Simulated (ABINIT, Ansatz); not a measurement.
## How the form of the self-energy moves the gap of NaI (Fm-3m)

Wanted: the gap of NaI (Fm-3m) under several approximations, with cost.

Calculated with ABINIT 10.8.3; PBE and many-body steps on it, plane waves.

## Step 1: The starting structure

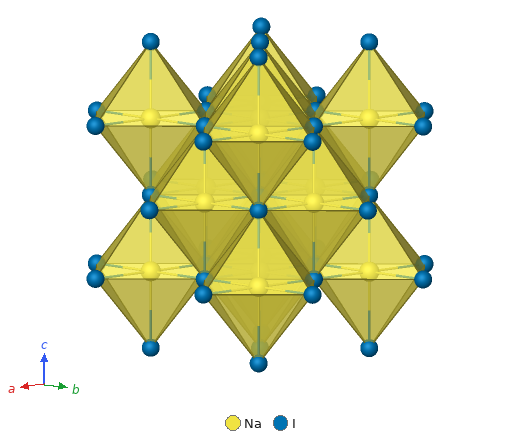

The cell as given, from a free direction (sodium yellow, iodine blue). This picture shows the conventional cell, with its axes. Some periodic images of atoms are drawn too.

The cell and positions come from the Crystallography Open Database and are kept as given unless a step says otherwise. Spin-orbit coupling is left out unless a step names it.

## Step 2: Empty states on the mesh, 4×4×4 mesh, 177 bands

This step: ABINIT 10.8.3; DFT, PBE, plane waves, norm-conserving pseudopotentials.

The sums over transitions need many empty states on a uniform mesh; this step solves for them.

Contents of run.abi:

```
acell 3*1.0 Angstrom
rprim 
  0.000000000000 3.236400000000 3.236400000000
  3.236400000000 -0.000000000000 3.236400000000
  3.236400000000 3.236400000000 -0.000000000000
ntypat 2
znucl 11 53
natom 2
typat 1 2
xred 
  0.000000000000 0.000000000000 0.000000000000
  0.500000000000 0.500000000000 0.500000000000
pp_dirpath "pseudos"
pseudos "Na.upf, I.upf"
ecut 38
ngkpt 4 4 4
nshiftk 1
shiftk 0 0 0
kptopt 1
chksymbreak 0
iscf -2
irdden 1
istwfk *1
nband 177
nbdbuf 16
tolwfr 1e-09
nstep 60
prtvol 0
indata_prefix "in"
outdata_prefix "out"
tmpdata_prefix "tmp"
```

On the command line:

```
$ OMP_NUM_THREADS=1 mpirun -n 4 abinit run.abi > log
```

Numbers of over 12 decimals in the logs are rounded to 6 here.

What it wrote:

```text
.Version 10.8.3 of ABINIT. v10.8.2 released Aug 2026.

 Symmetries : space group Fm -3 m (#225); Bravais cF (face-center cubic)
[... echo of the input left out ...]
== DATASET  1 ==================================================================
-   mpi_nproc: 4, omp_nthreads: 1 (-1 if OMP is not activated)

--- !DatasetInfo
iteration_state: {dtset: 1, }
dimensions: {natom: 2, nkpt: 8, mband: 177, nsppol: 1, nspinor: 1, nspden: 1, mpw: 5124, }
cutoff_energies: {ecut:  38.0, pawecutdg:  -1.0, }
[...]
3.38638    3.38638    3.51961    3.52078    3.52078    3.52078    3.52119    3.52119
   3.57221    3.57221    3.57221    3.57275    3.76161    3.76161    3.76163    3.89881
   3.90273
 prteigrs : prtvol=0 or 1, do not print more k-points.

== END DATASET(S) ==============================================================
================================================================================

 -outvars: echo values of variables after computation  --------
            nband         177
             nkpt           8
          spgroup         225
 [... the other variables as echoed above ...]

 Calculation completed.
```

Elapsed: 2.4 min, on 4 MPI ranks of Arm Neoverse N1, shared host; peak memory 0.43 GiB.

This step gave:

```yaml
gap: 3.639 eV
k_of_the_valence_top: 0, 0, 0
k_of_the_conduction_bottom: 0, 0, 0
least_direct_gap: 3.639 eV
k_points_computed: 8
lowest_point_of_the_top_converged_band_above_the_valence_top: 92.0409 eV
```

On this mesh the gap is 3.639 eV.

The density comes from a self-consistent run that is not shown.

## Step 3: Screening, 4×4×4 mesh, 70 bands, screening to 114.3 eV

The RPA dielectric matrix is built and inverted for each q.

This step: RPA screening on PBE, plane waves, norm-conserving pseudopotentials.

run.abi: that of step 2 with these lines changed.

```diff
@@ -20,10 +20,11 @@
 chksymbreak 0
-iscf -2
-irdden 1
 istwfk *1
-nband 177
-nbdbuf 16
-tolwfr 1e-09
-nstep 60
-prtvol 0
+occopt 1
+irdwfk 1
+optdriver 3
+nband 70
+ecuteps 4.2
+inclvkb 2
+awtr 1
+symchi 1
 indata_prefix "in"
```

What it wrote:

```text
.Version 10.8.3 of ABINIT. v10.8.2 released Aug 2026.

 Symmetries : space group Fm -3 m (#225); Bravais cF (face-center cubic)
[... echo of the input left out ...]
== DATASET  1 ==================================================================
-   mpi_nproc: 4, omp_nthreads: 1 (-1 if OMP is not activated)

--- !DatasetInfo
iteration_state: {dtset: 1, }
dimensions: {natom: 2, nkpt: 8, mband: 70, nsppol: 1, nspinor: 1, nspden: 1, mpw: 5124, }
cutoff_energies: {ecut:  38.0, pawecutdg:  -1.0, }
electrons: {nelect:   1.60000000E+01, charge:   0.00000000E+00, occopt:   1.00000000E+00, tsmear:   1.00000000E-02, }

 SCREENING: Calculation of the susceptibility and dielectric matrices

 Based on a program developped by R.W. Godby, V. Olevano, G. Onida, and L. Reining.
 Incorporated in ABINIT by V. Olevano, G.-M. Rignanese, and M. Torrent.
.Using double precision arithmetic ; gwpc =  8

[... cell and pseudopotentials left out ...]
--------------------------------------------------------------------------------

 ==== K-mesh for the wavefunctions ====
 Number of points in the irreducible wedge :     8
[... list of points left out ...]
 Together with 48 symmetry operations and time-reversal symmetry
 yields    64 points in the full Brillouin Zone.

 ==== Q-mesh for the screening function ====
 Number of points in the irreducible wedge :     8
[... list of points left out ...]
 Together with 48 symmetry operations and time-reversal symmetry
 yields    64 points in the full Brillouin Zone.

 setmesh: FFT mesh size selected  =    32x   32x   32
          total number of points  =        32768

 vcoul_init : cutoff-mode = AUXILIARY_FUNCTION
 q-points for optical limit:   1
     1)      0.000010    0.000020    0.000030

- screening: taking advantage of time-reversal symmetry
- Maximum band index for partially occupied states nbvw = 8
- Remaining bands to be divided among processors   nbcw = 62
- Number of bands treated by each node ~15

 Number of electrons calculated from density =   16.0000; Expected =   16.0000
 average of density, n =  0.034971
 r_s =    1.8970
 omega_plasma =   18.0389 [eV]

 calculating chi0 at frequencies [eV] :
  1    0.000000E+00    0.000000E+00
  2    0.000000E+00    1.803886E+01

--------------------------------------------------------------------------------
  q-point number  1        q = ( 0.000000, 0.000000, 0.000000) [r.l.u.]
--------------------------------------------------------------------------------
[... chi0 elements left out ...]
 For q-point:  0.000010 0.000020 0.000030
  dielectric constant =   3.2336
  dielectric constant without local fields =   3.9319

  Average fulfillment of the sum rule on Im[epsilon] for q-point    1 :     57.56  [%]
[... wings left out ...]
  q-point number  2        q = ( 0.250000, 0.000000, 0.000000) [r.l.u.]
--------------------------------------------------------------------------------
[... chi0 elements left out ...]
  Average fulfillment of the sum rule on Im[epsilon] for q-point    2 :     68.53  [%]

 [... 6 further q-points ...]
```

It took 33 s on 4 MPI ranks; peak memory 0.84 GiB; 2.2 min of CPU time.

This step gave:

- ε∞ with local fields, on this mesh, along the program's q direction: 3.234
- the same without local fields: 3.932
- plasma frequency: 18.04 eV
- plane waves in the screening matrix: 169

Local fields lower ε∞ by 18 %.

## Step 4: G0W0, Godby-Needs plasmon pole

The self-energy is evaluated for the states that the input lists, and the levels follow from it, in one-shot runs by the linearised quasiparticle equation.

This step: G0W0 on PBE, plane waves, norm-conserving pseudopotentials.

run.abi: that of step 3 with these lines changed.

```diff
@@ -23,8 +23,15 @@
 irdwfk 1
-optdriver 3
+optdriver 4
 nband 70
+gwcalctyp 0
+ecutsigx 38
+symsigma 1
+nkptgw 1
+kptgw 
+  0.0000000000 0.0000000000 0.0000000000
+bdgw 
+  6 12
 ecuteps 4.2
-inclvkb 2
-awtr 1
-symchi 1
+irdscr 1
+ppmodel 1
 indata_prefix "in"
```

What it wrote:

```text
.Version 10.8.3 of ABINIT. v10.8.2 released Aug 2026.

 Symmetries : space group Fm -3 m (#225); Bravais cF (face-center cubic)
[... echo of the input left out ...]
== DATASET  1 ==================================================================
-   mpi_nproc: 4, omp_nthreads: 1 (-1 if OMP is not activated)

--- !DatasetInfo
iteration_state: {dtset: 1, }
dimensions: {natom: 2, nkpt: 8, mband: 70, nsppol: 1, nspinor: 1, nspden: 1, mpw: 5124, }
cutoff_energies: {ecut:  38.0, pawecutdg:  -1.0, }
electrons: {nelect:   1.60000000E+01, charge:   0.00000000E+00, occopt:   1.00000000E+00, tsmear:   1.00000000E-02, }

 SIGMA: Calculation of the GW corrections

 Based on a program developped by R.W. Godby, V. Olevano, G. Onida, and L. Reining.
 Incorporated in ABINIT by V. Olevano, G.-M. Rignanese, and M. Torrent.
.Using double precision arithmetic ; gwpc =  8

[... cell and pseudopotentials left out ...]
--------------------------------------------------------------------------------

 ==== K-mesh for the wavefunctions ====
 Number of points in the irreducible wedge :     8
[... list of points left out ...]
 Together with 48 symmetry operations and time-reversal symmetry
 yields    64 points in the full Brillouin Zone.

 ==== Q-mesh for screening function ====
 Number of points in the irreducible wedge :     8
[... list of points left out ...]
 Together with 48 symmetry operations and time-reversal symmetry
 yields    64 points in the full Brillouin Zone.

 vcoul_init : cutoff-mode = AUXILIARY_FUNCTION
 q-points for optical limit:   1
     1)      0.000010    0.000020    0.000030
 setmesh: FFT mesh size selected  =    50x   50x   50
          total number of points  =       125000

 Number of electrons calculated from density =   16.0000; Expected =   16.0000
 average of density, n =  0.034971
 r_s =    1.8970
 omega_plasma =   18.0389 [eV]

 === KS Band Gaps ===
  >>>> For spin  1
   Minimum direct gap =   3.6392 [eV], located at k-point      :   0.0000  0.0000  0.0000
   Fundamental gap    =   3.6392 [eV], Top of valence bands at :   0.0000  0.0000  0.0000
                                       Bottom of conduction at :   0.0000  0.0000  0.0000
 SIGMA fundamental parameters:
 PLASMON POLE MODEL  1
 number of plane-waves for SigmaX                 5065
 number of plane-waves for SigmaC and W            169
 number of plane-waves for wavefunctions          5065
 number of bands                                    70
 number of independent spin polarizations            1
 number of spinorial components                      1
 number of k-points in IBZ                           8
 number of q-points in IBZ                           8
 number of symmetry operations                      48
 number of k-points in BZ                           64
 number of q-points in BZ                           64
 number of frequencies for dSigma/dE                 9
 frequency step for dSigma/dE [eV]                0.25
 number of omega for Sigma on real axis              0
 max omega for Sigma on real axis  [eV]           0.00
 zcut for avoiding poles [eV]                     0.10

 EPSILON^-1 parameters (SCR file):
 dimension of the eps^-1 matrix on file            169
 dimension of the eps^-1 matrix used               169
 number of plane-waves for wavefunctions          5065
 number of bands                                    70
 number of q-points in IBZ                           8
 number of frequencies                               2
 number of real frequencies                          1
 number of imag frequencies                          1

 matrix elements of self-energy operator (all in [eV])

 Perturbative Calculation

--- !SelfEnergy_ee
iteration_state: {dtset: 1, }
kpoint     : [   0.000,    0.000,    0.000, ]
spin       : 1
KS_gap     :    3.639
QP_gap     :    5.427
Delta_QP_KS:    1.788
data: !SigmaeeData |
     Band     E0 <VxcDFT>   SigX SigC(E0)      Z dSigC/dE  Sig(E)    E-E0       E
        6   0.107 -11.384 -14.313   1.540   0.803  -0.245 -12.499  -1.116  -1.008
        7   0.107 -11.384 -14.313   1.540   0.803  -0.245 -12.499  -1.116  -1.008
        8   0.107 -11.384 -14.313   1.540   0.803  -0.245 -12.499  -1.116  -1.008
        9   3.746  -7.312  -3.615  -2.896   0.840  -0.190  -6.640   0.672   4.418
       10   8.073  -7.141  -3.086  -3.173   0.829  -0.207  -6.410   0.731   8.804
       11   8.073  -7.141  -3.086  -3.173   0.829  -0.207  -6.410   0.731   8.804
       12   8.073  -7.141  -3.086  -3.173   0.829  -0.207  -6.410   0.731   8.804

== END DATASET(S) ==============================================================
================================================================================

 -outvars: echo values of variables after computation  --------
           etotal      0.0000000000E+00
            nband          70
             nkpt           8
          spgroup         225
 [... the other variables as echoed above ...]

 Calculation completed.
```

It took 7.4 s on 4 MPI ranks; peak memory 0.71 GiB; 29 s of CPU time.

Numbers from this step:

```
G0W0 gap on the points computed              : 5.426 eV
starting gap on the mesh                     : 3.639 eV
k of the valence top                         : 0, 0, 0
k of the conduction bottom                   : 0, 0, 0
Z at the valence top                         : 0.803
Z at the conduction bottom                   : 0.84
least direct G0W0 gap on the computed points : 5.426 eV
```

The gap on the mesh goes from 3.64 eV to 5.43 eV, a correction of +1.79 eV.

## Step 5: G0W0, Hybertsen-Louie plasmon pole

run.abi: that of step 4 with these lines changed.

```diff
@@ -35,3 +35,3 @@
 irdscr 1
-ppmodel 1
+ppmodel 2
 indata_prefix "in"
```

What it wrote:

```text
.Version 10.8.3 of ABINIT. v10.8.2 released Aug 2026.

 Symmetries : space group Fm -3 m (#225); Bravais cF (face-center cubic)
[... echo of the input left out ...]
== DATASET  1 ==================================================================
-   mpi_nproc: 4, omp_nthreads: 1 (-1 if OMP is not activated)

--- !DatasetInfo
iteration_state: {dtset: 1, }
dimensions: {natom: 2, nkpt: 8, mband: 70, nsppol: 1, nspinor: 1, nspden: 1, mpw: 5124, }
cutoff_energies: {ecut:  38.0, pawecutdg:  -1.0, }
electrons: {nelect:   1.60000000E+01, charge:   0.00000000E+00, occopt:   1.00000000E+00, tsmear:   1.00000000E-02, }

 SIGMA: Calculation of the GW corrections

 Based on a program developped by R.W. Godby, V. Olevano, G. Onida, and L. Reining.
 Incorporated in ABINIT by V. Olevano, G.-M. Rignanese, and M. Torrent.
.Using double precision arithmetic ; gwpc =  8

[... cell and pseudopotentials left out ...]
--------------------------------------------------------------------------------

 ==== K-mesh for the wavefunctions ====
 Number of points in the irreducible wedge :     8
[... list of points left out ...]
 Together with 48 symmetry operations and time-reversal symmetry
 yields    64 points in the full Brillouin Zone.

 ==== Q-mesh for screening function ====
 Number of points in the irreducible wedge :     8
[... list of points left out ...]
 Together with 48 symmetry operations and time-reversal symmetry
 yields    64 points in the full Brillouin Zone.

 vcoul_init : cutoff-mode = AUXILIARY_FUNCTION
 q-points for optical limit:   1
     1)      0.000010    0.000020    0.000030
 setmesh: FFT mesh size selected  =    50x   50x   50
          total number of points  =       125000

 Number of electrons calculated from density =   16.0000; Expected =   16.0000
[...]
number of q-points in BZ                           64
 number of frequencies for dSigma/dE                 9
 frequency step for dSigma/dE [eV]                0.25
 number of omega for Sigma on real axis              0
 max omega for Sigma on real axis  [eV]           0.00
 zcut for avoiding poles [eV]                     0.10

 EPSILON^-1 parameters (SCR file):
 dimension of the eps^-1 matrix on file            169
 dimension of the eps^-1 matrix used               169
 number of plane-waves for wavefunctions          5065
 number of bands                                    70
 number of q-points in IBZ                           8
 number of frequencies                               2
 number of real frequencies                          1
 number of imag frequencies                          1

 matrix elements of self-energy operator (all in [eV])

 Perturbative Calculation

--- !SelfEnergy_ee
iteration_state: {dtset: 1, }
kpoint     : [   0.000,    0.000,    0.000, ]
spin       : 1
KS_gap     :    3.639
QP_gap     :    5.195
Delta_QP_KS:    1.556
data: !SigmaeeData |
     Band     E0 <VxcDFT>   SigX SigC(E0)      Z dSigC/dE  Sig(E)    E-E0       E
        6   0.107 -11.384 -14.313   1.449   0.863  -0.159 -12.661  -1.277  -1.170
        7   0.107 -11.384 -14.313   1.449   0.863  -0.159 -12.661  -1.277  -1.170
        8   0.107 -11.384 -14.313   1.449   0.863  -0.159 -12.661  -1.277  -1.170
        9   3.746  -7.312  -3.615  -3.377   0.873  -0.146  -7.033   0.279   4.025
       10   8.073  -7.141  -3.086  -3.441   0.870  -0.150  -6.607   0.534   8.607
       11   8.073  -7.141  -3.086  -3.441   0.870  -0.150  -6.607   0.534   8.607
       12   8.073  -7.141  -3.086  -3.441   0.870  -0.150  -6.607   0.534   8.607

== END DATASET(S) ==============================================================
================================================================================

 -outvars: echo values of variables after computation  --------
           etotal      0.0000000000E+00
            nband          70
             nkpt           8
          spgroup         225
 [... the other variables as echoed above ...]

 Calculation completed.
```

Wall time 7.1 s (4 MPI ranks); peak memory 0.72 GiB; 28 s of CPU time.

This step gave:

```
G0W0 gap on the points computed              : 5.195 eV
starting gap on the mesh                     : 3.639 eV
k of the valence top                         : 0, 0, 0
k of the conduction bottom                   : 0, 0, 0
Z at the valence top                         : 0.863
Z at the conduction bottom                   : 0.873
least direct G0W0 gap on the computed points : 5.195 eV
```

Against G0W0 in ABINIT (4×4×4 mesh, 70 bands, screening to 114.3 eV, Godby-Needs plasmon pole), the gap moves by −0.231 eV.

## Step 6: G0W0, von der Linden-Horsch plasmon pole

run.abi: that of step 5 with these lines changed.

```diff
@@ -35,3 +35,3 @@
 irdscr 1
-ppmodel 2
+ppmodel 3
 indata_prefix "in"
```

What it wrote:

```text
.Version 10.8.3 of ABINIT. v10.8.2 released Aug 2026.

 Symmetries : space group Fm -3 m (#225); Bravais cF (face-center cubic)
[... echo of the input left out ...]
== DATASET  1 ==================================================================
-   mpi_nproc: 4, omp_nthreads: 1 (-1 if OMP is not activated)

--- !DatasetInfo
iteration_state: {dtset: 1, }
dimensions: {natom: 2, nkpt: 8, mband: 70, nsppol: 1, nspinor: 1, nspden: 1, mpw: 5124, }
cutoff_energies: {ecut:  38.0, pawecutdg:  -1.0, }
[...]
10   8.073  -7.141  -3.086  -3.398   0.874  -0.144  -6.567   0.574   8.647
       11   8.073  -7.141  -3.086  -3.398   0.874  -0.144  -6.567   0.574   8.647
       12   8.073  -7.141  -3.086  -3.398   0.874  -0.144  -6.567   0.574   8.647

== END DATASET(S) ==============================================================
================================================================================

 -outvars: echo values of variables after computation  --------
           etotal      0.0000000000E+00
            nband          70
             nkpt           8
          spgroup         225
 [... the other variables as echoed above ...]

 Calculation completed.
```

Run time: 5.7 s. Hardware: 4 MPI ranks; peak memory 0.41 GiB.

Numbers from this step:

- G0W0 gap on the points computed: 5.495 eV
- starting gap on the mesh: 3.639 eV
- k of the valence top: 0, 0, 0
- k of the conduction bottom: 0, 0, 0
- least direct G0W0 gap on the computed points: 5.495 eV

Against G0W0 in ABINIT (4×4×4 mesh, 70 bands, screening to 114.3 eV, Godby-Needs plasmon pole), the gap moves by +0.069 eV.

## Step 7: One-shot COHSEX

This step: one-shot COHSEX on PBE, plane waves, norm-conserving pseudopotentials.

run.abi: that of step 6 with these lines changed.

```diff
@@ -25,3 +25,3 @@
 nband 70
-gwcalctyp 0
+gwcalctyp 7
 ecutsigx 38
@@ -35,3 +35,2 @@
 irdscr 1
-ppmodel 3
 indata_prefix "in"
```

What it wrote:

```text
.Version 10.8.3 of ABINIT. v10.8.2 released Aug 2026.

 Symmetries : space group Fm -3 m (#225); Bravais cF (face-center cubic)
[... echo of the input left out ...]
== DATASET  1 ==================================================================
-   mpi_nproc: 4, omp_nthreads: 1 (-1 if OMP is not activated)

--- !DatasetInfo
iteration_state: {dtset: 1, }
dimensions: {natom: 2, nkpt: 8, mband: 70, nsppol: 1, nspinor: 1, nspden: 1, mpw: 5124, }
cutoff_energies: {ecut:  38.0, pawecutdg:  -1.0, }
[...]
10   8.073  -7.141  -3.086  -4.231   1.000   0.000  -7.316  -0.175   7.897
       11   8.073  -7.141  -3.086  -4.231   1.000   0.000  -7.316  -0.175   7.897
       12   8.073  -7.141  -3.086  -4.231   1.000   0.000  -7.316  -0.175   7.897

== END DATASET(S) ==============================================================
================================================================================

 -outvars: echo values of variables after computation  --------
           etotal      0.0000000000E+00
            nband          70
             nkpt           8
          spgroup         225
 [... the other variables as echoed above ...]

 Calculation completed.
```

Wall time 4.4 s (4 MPI ranks); peak memory 0.43 GiB.

This step gave:

```yaml
quasiparticle_gap_on_the_points_computed: 6.541 eV
starting_gap_on_the_mesh: 3.639 eV
k_of_the_valence_top: 0, 0, 0
k_of_the_conduction_bottom: 0, 0, 0
least_direct_quasiparticle_gap_on_the_computed_points: 6.541 eV
```

Against G0W0 in ABINIT (4×4×4 mesh, 70 bands, screening to 114.3 eV, Godby-Needs plasmon pole), the gap moves by +1.115 eV.

(Part 1 of 2 ends here.)

[Paths, hosts, dates, memory and timing lines, banners, echoed tables and standing remarks are left out of the program output.]

[Logs are printed without paths, hosts, clocks, repeated set-up lines and the standing remarks that a program may print on its own settings, such as how far it seeks lower states.]

[Runs of the session that timed out or met a known fault of the program may be left out.]

[Hosts, paths, dates, database ids (printed as entryN), source tags and the programs' standing remarks are cut or masked in the printed files.]

[G0W0 gaps are taken among the corrected bands and points alone; a level outside them can change the order at an edge.]

[Where Ansatz stands beside ABINIT at settings called matched, ABINIT's density can come from a denser mesh and the files from another edition; pairs whose starting gaps differed by over 0.03 eV were left out, so agreement reads better than it is.]
